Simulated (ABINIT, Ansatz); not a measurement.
# CO2 (P4_2/mnm): changed settings of a GW run in ABINIT

What do changed inputs do to GW on CO2 (P4_2/mnm)?

Program: ABINIT 10.8.3. Level of theory: LDA and many-body steps on it, plane waves. Results are calculated unless marked as measured.

### 1. Starting point

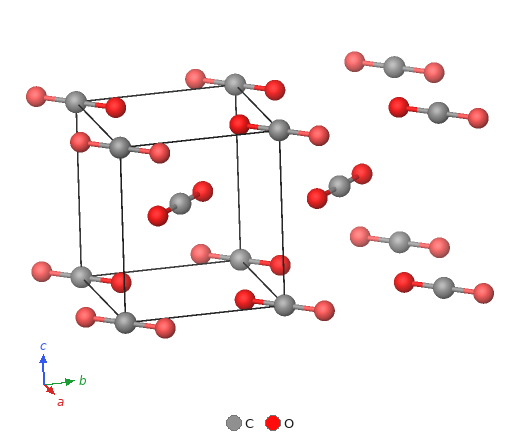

Start, viewed slightly off an axis; carbon grey, oxygen red. 1×2×1 cells are drawn. Some periodic images of atoms are drawn too.

The cell and positions are those that the Materials Project relaxed with its own functionals (PBE, PBE+U or r2SCAN), kept fixed.

### 2. Screening, 2×2×2 mesh, 71 bands, screening to 114.3 eV

This step: ABINIT 10.8.3; RPA screening on LDA, plane waves, norm-conserving pseudopotentials.

The RPA dielectric matrix is built and inverted for each q.

run.abi

```
acell 3*1.0 Angstrom
rprim 
  4.227212790000 0.000000000000 0.000000000000
  0.000000000000 4.227212790000 0.000000000000
  0.000000000000 0.000000000000 4.687771590000
ntypat 2
znucl 6 8
natom 6
typat 1 1 2 2 2 2
xred 
  0.500000000000 0.500000000000 0.500000000000
  0.000000000000 0.000000000000 0.000000000000
  0.304826860000 0.695173140000 0.500000000000
  0.695173140000 0.304826860000 0.500000000000
  0.195173140000 0.195173140000 0.000000000000
  0.804826860000 0.804826860000 0.000000000000
pp_dirpath "pseudos"
pseudos "C.upf, O.upf"
ecut 37
ngkpt 2 2 2
nshiftk 1
shiftk 0 0 0
kptopt 1
chksymbreak 0
istwfk *1
occopt 1
irdwfk 1
optdriver 3
nband 71
ecuteps 4.2
inclvkb 2
awtr 1
symchi 1
indata_prefix "in"
outdata_prefix "out"
tmpdata_prefix "tmp"
```

Command:

```console
> OMP_NUM_THREADS=1 mpirun -n 4 abinit run.abi > log
```

The log of the run:

```text
.Version 10.8.3 of ABINIT. v10.8.2 released Aug 2026.

 Symmetries : space group P4_2/m n m (#136); Bravais tP (primitive tetrag.)
[... echo of the input left out ...]
== DATASET  1 ==================================================================
-   mpi_nproc: 4, omp_nthreads: 1 (-1 if OMP is not activated)

--- !DatasetInfo
iteration_state: {dtset: 1, }
dimensions: {natom: 6, nkpt: 6, mband: 71, nsppol: 1, nspinor: 1, nspden: 1, mpw: 6088, }
cutoff_energies: {ecut:  37.0, pawecutdg:  -1.0, }
electrons: {nelect:   3.20000000E+01, charge:   0.00000000E+00, occopt:   1.00000000E+00, tsmear:   1.00000000E-02, }

 SCREENING: Calculation of the susceptibility and dielectric matrices

 Based on a program developped by R.W. Godby, V. Olevano, G. Onida, and L. Reining.
 Incorporated in ABINIT by V. Olevano, G.-M. Rignanese, and M. Torrent.
.Using double precision arithmetic ; gwpc =  8

[... cell and pseudopotentials left out ...]
--------------------------------------------------------------------------------

 ==== K-mesh for the wavefunctions ====
 Number of points in the irreducible wedge :     6
[... list of points left out ...]
 Together with 16 symmetry operations and time-reversal symmetry
 yields     8 points in the full Brillouin Zone.

 ==== Q-mesh for the screening function ====
 Number of points in the irreducible wedge :     6
[... list of points left out ...]
 Together with 16 symmetry operations and time-reversal symmetry
 yields     8 points in the full Brillouin Zone.

 setmesh: FFT mesh size selected  =    30x   30x   36
          total number of points  =        32400

 vcoul_init : cutoff-mode = AUXILIARY_FUNCTION
 q-points for optical limit:   1
     1)      0.000010    0.000020    0.000030

- screening: taking advantage of time-reversal symmetry
- Maximum band index for partially occupied states nbvw = 16
- Remaining bands to be divided among processors   nbcw = 55
- Number of bands treated by each node ~13

 Number of electrons calculated from density =   32.0000; Expected =   32.0000
 average of density, n =  0.056608
 r_s =    1.6156
 omega_plasma =   22.9506 [eV]

 calculating chi0 at frequencies [eV] :
  1    0.000000E+00    0.000000E+00
  2    0.000000E+00    2.295065E+01

--------------------------------------------------------------------------------
  q-point number  1        q = ( 0.000000, 0.000000, 0.000000) [r.l.u.]
--------------------------------------------------------------------------------
[... chi0 elements left out ...]
 For q-point:  0.000010 0.000020 0.000030
  dielectric constant =   1.8751
  dielectric constant without local fields =   2.2716

  Average fulfillment of the sum rule on Im[epsilon] for q-point    1 :     43.59  [%]
[... wings left out ...]
  q-point number  2        q = ( 0.500000, 0.000000, 0.000000) [r.l.u.]
--------------------------------------------------------------------------------
[... chi0 elements left out ...]
  Average fulfillment of the sum rule on Im[epsilon] for q-point    2 :     53.06  [%]

 [... 4 further q-points ...]
```

Wall time 9.6 s (4 MPI ranks of Arm Neoverse V2, shared host); peak memory 0.86 GiB.

Numbers from this step:

```
ε∞ with local fields, on this mesh, along the program's q direction : 1.875
the same without local fields                                       : 2.272
plasma frequency                                                    : 22.95 eV
plane waves in the screening matrix                                 : 237
```

Local fields lower ε∞ by 17 %. On a Γ-centred mesh this coarse the value itself is usually too large, while a short band sum pulls it down.

### 3. Base

The self-energy is evaluated for the states that the input lists, and the levels follow from it, in one-shot runs by the linearised quasiparticle equation.

This step: G0W0 on LDA, plane waves, norm-conserving pseudopotentials.

run.abi: that of step 2 with these lines changed.

```diff
@@ -27,8 +27,17 @@
 irdwfk 1
-optdriver 3
+optdriver 4
 nband 71
+gwcalctyp 0
+ecutsigx 37
+symsigma 1
+nkptgw 2
+kptgw 
+  0.5000000000 0.5000000000 0.5000000000
+  0.0000000000 0.0000000000 0.0000000000
+bdgw 
+  15 18
+  15 18
 ecuteps 4.2
-inclvkb 2
-awtr 1
-symchi 1
+irdscr 1
+ppmodel 1
 indata_prefix "in"
```

The log of the run:

```text
.Version 10.8.3 of ABINIT. v10.8.2 released Aug 2026.

 Symmetries : space group P4_2/m n m (#136); Bravais tP (primitive tetrag.)
[... echo of the input left out ...]
== DATASET  1 ==================================================================
-   mpi_nproc: 4, omp_nthreads: 1 (-1 if OMP is not activated)

--- !DatasetInfo
iteration_state: {dtset: 1, }
dimensions: {natom: 6, nkpt: 6, mband: 71, nsppol: 1, nspinor: 1, nspden: 1, mpw: 6088, }
cutoff_energies: {ecut:  37.0, pawecutdg:  -1.0, }
electrons: {nelect:   3.20000000E+01, charge:   0.00000000E+00, occopt:   1.00000000E+00, tsmear:   1.00000000E-02, }

 SIGMA: Calculation of the GW corrections

 Based on a program developped by R.W. Godby, V. Olevano, G. Onida, and L. Reining.
 Incorporated in ABINIT by V. Olevano, G.-M. Rignanese, and M. Torrent.
.Using double precision arithmetic ; gwpc =  8

[... cell and pseudopotentials left out ...]
--------------------------------------------------------------------------------

 ==== K-mesh for the wavefunctions ====
 Number of points in the irreducible wedge :     6
[... list of points left out ...]
 Together with 16 symmetry operations and time-reversal symmetry
 yields     8 points in the full Brillouin Zone.

 ==== Q-mesh for screening function ====
 Number of points in the irreducible wedge :     6
[... list of points left out ...]
 Together with 16 symmetry operations and time-reversal symmetry
 yields     8 points in the full Brillouin Zone.

 vcoul_init : cutoff-mode = AUXILIARY_FUNCTION
 q-points for optical limit:   1
     1)      0.000010    0.000020    0.000030
 setmesh: FFT mesh size selected  =    48x   48x   54
          total number of points  =       124416

 Number of electrons calculated from density =   32.0000; Expected =   32.0000
 average of density, n =  0.056608
 r_s =    1.6156
 omega_plasma =   22.9506 [eV]

 === KS Band Gaps ===
  >>>> For spin  1
   Minimum direct gap =   6.8109 [eV], located at k-point      :   0.0000  0.0000  0.0000
   Fundamental gap    =   6.3247 [eV], Top of valence bands at :   0.5000  0.5000  0.5000
                                       Bottom of conduction at :   0.0000  0.0000  0.0000
 SIGMA fundamental parameters:
 PLASMON POLE MODEL  1
 number of plane-waves for SigmaX                 6085
 number of plane-waves for SigmaC and W            237
 number of plane-waves for wavefunctions          6085
 number of bands                                    71
 number of independent spin polarizations            1
 number of spinorial components                      1
 number of k-points in IBZ                           6
 number of q-points in IBZ                           6
 number of symmetry operations                      16
 number of k-points in BZ                            8
 number of q-points in BZ                            8
 number of frequencies for dSigma/dE                 9
 frequency step for dSigma/dE [eV]                0.25
 number of omega for Sigma on real axis              0
 max omega for Sigma on real axis  [eV]           0.00
 zcut for avoiding poles [eV]                     0.10

 EPSILON^-1 parameters (SCR file):
 dimension of the eps^-1 matrix on file            237
 dimension of the eps^-1 matrix used               237
 number of plane-waves for wavefunctions          6085
 number of bands                                    71
 number of q-points in IBZ                           6
 number of frequencies                               2
 number of real frequencies                          1
 number of imag frequencies                          1

 matrix elements of self-energy operator (all in [eV])

 Perturbative Calculation

--- !SelfEnergy_ee
iteration_state: {dtset: 1, }
kpoint     : [   0.500,    0.500,    0.500, ]
spin       : 1
KS_gap     :    7.549
QP_gap     :   12.671
Delta_QP_KS:    5.122
data: !SigmaeeData |
     Band     E0 <VxcDFT>   SigX SigC(E0)      Z dSigC/dE  Sig(E)    E-E0       E
       15  -3.443 -19.940 -25.029   3.209   0.827  -0.209 -21.495  -1.555  -4.998
       16  -3.443 -19.940 -25.029   3.209   0.827  -0.209 -21.495  -1.555  -4.998
       17   4.107 -15.387  -9.238  -1.989   0.857  -0.166 -11.820   3.567   7.674
       18   4.107 -15.387  -9.238  -1.989   0.857  -0.166 -11.820   3.567   7.674

--- !SelfEnergy_ee
iteration_state: {dtset: 1, }
kpoint     : [   0.000,    0.000,    0.000, ]
spin       : 1
KS_gap     :    6.811
QP_gap     :   10.692
Delta_QP_KS:    3.881
data: !SigmaeeData |
     Band     E0 <VxcDFT>   SigX SigC(E0)      Z dSigC/dE  Sig(E)    E-E0       E
       15  -3.929 -19.297 -24.471   3.216   0.829  -0.207 -20.920  -1.622  -5.551
       16  -3.929 -19.297 -24.471   3.216   0.829  -0.207 -20.920  -1.622  -5.551
       17   2.882 -10.698  -5.594  -2.556   0.887  -0.128  -8.439   2.259   5.140
       18   3.900 -16.175 -10.078  -1.743   0.853  -0.173 -12.463   3.712   7.612

== END DATASET(S) ==============================================================
================================================================================

 -outvars: echo values of variables after computation  --------
           etotal      0.0000000000E+00
            nband          71
             nkpt           6
          spgroup         136
 [... the other variables as echoed above ...]

 Calculation completed.
```

Run time: 4.1 s. Hardware: 4 MPI ranks; peak memory 0.65 GiB.

This step gave:

```
G0W0 gap on the points computed              : 10.14 eV
starting gap on the mesh                     : 6.325 eV
k of the valence top                         : 0.5, 0.5, 0.5
k of the conduction bottom                   : 0, 0, 0
Z at the valence top                         : 0.827
Z at the conduction bottom                   : 0.887
least direct G0W0 gap on the computed points : 10.69 eV
```

The gap on the mesh goes from 6.32 eV to 10.14 eV, a correction of +3.81 eV.

### 4. Exchange cutoff of one hartree

run.abi: that of step 3 with these lines changed.

```diff
@@ -30,3 +30,3 @@
 gwcalctyp 0
-ecutsigx 37
+ecutsigx 1
 symsigma 1
```

The log of the run:

```text
.Version 10.8.3 of ABINIT. v10.8.2 released Aug 2026.

 Symmetries : space group P4_2/m n m (#136); Bravais tP (primitive tetrag.)
[... echo of the input left out ...]
== DATASET  1 ==================================================================
-   mpi_nproc: 4, omp_nthreads: 1 (-1 if OMP is not activated)

--- !DatasetInfo
iteration_state: {dtset: 1, }
dimensions: {natom: 6, nkpt: 6, mband: 71, nsppol: 1, nspinor: 1, nspden: 1, mpw: 6088, }
cutoff_energies: {ecut:  37.0, pawecutdg:  -1.0, }
electrons: {nelect:   3.20000000E+01, charge:   0.00000000E+00, occopt:   1.00000000E+00, tsmear:   1.00000000E-02, }

 SIGMA: Calculation of the GW corrections

 Based on a program developped by R.W. Godby, V. Olevano, G. Onida, and L. Reining.
 Incorporated in ABINIT by V. Olevano, G.-M. Rignanese, and M. Torrent.
.Using double precision arithmetic ; gwpc =  8

[... cell and pseudopotentials left out ...]
--------------------------------------------------------------------------------

 ==== K-mesh for the wavefunctions ====
 Number of points in the irreducible wedge :     6
[... list of points left out ...]
 Together with 16 symmetry operations and time-reversal symmetry
 yields     8 points in the full Brillouin Zone.

 ==== Q-mesh for screening function ====
 Number of points in the irreducible wedge :     6
[... list of points left out ...]
 Together with 16 symmetry operations and time-reversal symmetry
 yields     8 points in the full Brillouin Zone.

 vcoul_init : cutoff-mode = AUXILIARY_FUNCTION
 q-points for optical limit:   1
     1)      0.000010    0.000020    0.000030
 setmesh: FFT mesh size selected  =    30x   30x   30
          total number of points  =        27000

 Number of electrons calculated from density =   32.0000; Expected =   32.0000
[...]
number of omega for Sigma on real axis              0
 max omega for Sigma on real axis  [eV]           0.00
 zcut for avoiding poles [eV]                     0.10

 EPSILON^-1 parameters (SCR file):
 dimension of the eps^-1 matrix on file            237
 dimension of the eps^-1 matrix used                27
 number of plane-waves for wavefunctions          6085
 number of bands                                    71
 number of q-points in IBZ                           6
 number of frequencies                               2
 number of real frequencies                          1
 number of imag frequencies                          1

 matrix elements of self-energy operator (all in [eV])

 Perturbative Calculation

--- !SelfEnergy_ee
iteration_state: {dtset: 1, }
kpoint     : [   0.500,    0.500,    0.500, ]
spin       : 1
KS_gap     :    7.549
QP_gap     :   10.519
Delta_QP_KS:    2.969
data: !SigmaeeData |
     Band     E0 <VxcDFT>   SigX SigC(E0)      Z dSigC/dE  Sig(E)    E-E0       E
       15  -3.443 -19.940 -16.166   2.297   0.883  -0.132 -14.578   5.363   1.920
       16  -3.443 -19.940 -16.166   2.297   0.883  -0.132 -14.578   5.363   1.920
       17   4.107 -15.387  -3.891  -2.141   0.891  -0.123  -7.055   8.332  12.439
[...]
--- !SelfEnergy_ee
iteration_state: {dtset: 1, }
kpoint     : [   0.000,    0.000,    0.000, ]
spin       : 1
KS_gap     :    6.811
QP_gap     :    7.272
Delta_QP_KS:    0.461
data: !SigmaeeData |
     Band     E0 <VxcDFT>   SigX SigC(E0)      Z dSigC/dE  Sig(E)    E-E0       E
[...]
17   2.882 -10.698  -2.109  -2.654   0.899  -0.112  -5.362   5.336   8.218
       18   3.900 -16.175  -4.320  -1.987   0.890  -0.124  -7.394   8.781  12.681

== END DATASET(S) ==============================================================
================================================================================

 -outvars: echo values of variables after computation  --------
           etotal      0.0000000000E+00
            nband          71
             nkpt           6
          spgroup         136
 [... the other variables as echoed above ...]

 Calculation completed.
```

The job ended after 2 s (4 MPI ranks; peak memory 0.13 GiB).

The run ended normally, though the input holds a fault or crude settings.

The fault put into this input: exchange cutoff of one hartree. It printed a gap of 6.30 eV, an artefact of the input.

### 5. Side by side

Times are wall times on 4 MPI ranks of Arm Neoverse V2, shared host, good to a factor of about two. A run's time includes the screening step that it read.

```tsv
run	mesh	bands	screening cutoff (eV)	DFT gap (eV)	gap on the mesh (eV)	direct (eV)	ε∞ used	time
base	2×2×2	71	114.3	6.325	10.138	10.691	1.88	14 s
```

### 6. Results

```
base         : 10.138 eV
known limits : not at the basis limit; coarse k mesh
```

Bands and cutoff are finite, so the gap is not at the basis limit. The miss can reach some tenths of an eV and take either sign; the mesh is an error of its own. In the G0W0 run levels were corrected at 2 k points alone, so a gap called «on the mesh» is the least over those, and an edge elsewhere would be missed. The 2×2×2 mesh is coarse for this cell, which bears on the long-range parts of exchange and screening.

[Paths, hosts, dates, memory and timing lines, banners, echoed tables and standing remarks are left out of the program output.]

[Logs are printed without paths, hosts, clocks, repeated set-up lines and the standing remarks that a program may print on its own settings, such as how far it seeks lower states.]

[Runs of the session that timed out or met a known fault of the program may be left out.]

[Hosts, paths, dates, database ids (printed as entryN), source tags and the programs' standing remarks are cut or masked in the printed files.]

[G0W0 gaps are taken among the corrected bands and points alone; a level outside them can change the order at an edge.]

[Where Ansatz stands beside ABINIT at settings called matched, ABINIT's density can come from a denser mesh and the files from another edition; pairs whose starting gaps differed by over 0.03 eV were left out, so agreement reads better than it is.]
